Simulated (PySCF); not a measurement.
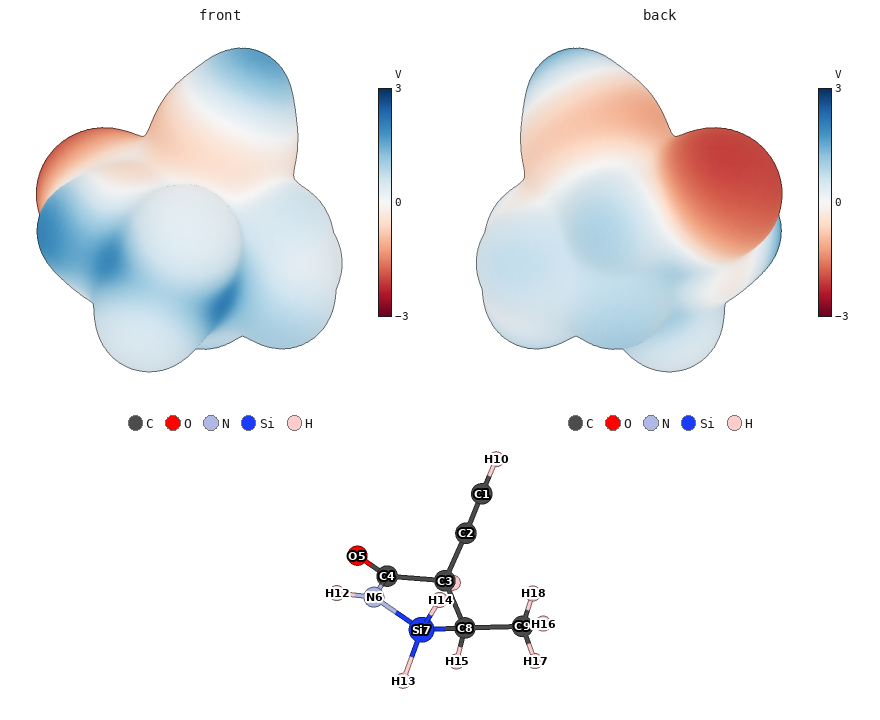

C6H9NOSi. The molecular electrostatic potential painted on the density surface at 0.002 e/bohr³, seen from the front and from behind; the colour scale runs from red (negative) to blue (positive). The bare structure is drawn below in the same view.

Geometry: GFN2-xTB.

Level of theory: PBE0/pcSseg-1, SCF density, gas phase, non-relativistic (PySCF).

```xyz
18

C     2.1159    0.0414    1.6970
C     1.5498   -0.0569    0.6467
C     0.8538   -0.1186   -0.6243
C     0.7708    1.3341   -1.0920
O     1.6259    1.9148   -1.7115
N    -0.3960    1.9023   -0.6742
Si   -1.5608    0.8528    0.0778
C    -0.5728   -0.6779   -0.4799
C    -0.6407   -1.9149    0.4055
H     2.6264    0.1046    2.6111
H     1.4600   -0.6968   -1.3293
H    -0.4945    2.8850   -0.8780
H    -2.8552    1.0125   -0.5794
H    -1.6084    1.0680    1.5227
H    -0.9078   -0.9634   -1.4838
H    -0.0026   -2.7063    0.0138
H    -1.6613   -2.2895    0.4505
H    -0.3113   -1.6849    1.4157
```

Describe the electrostatic potential map.

The most negative region (about −2.0 V) lies over O5, the most positive (about +1.9 V) over Si7 and H12. O5 is the likeliest acceptor of a hydrogen bond.

How polar is the molecule by this calculation?

Its dipole moment is 3.82 D.
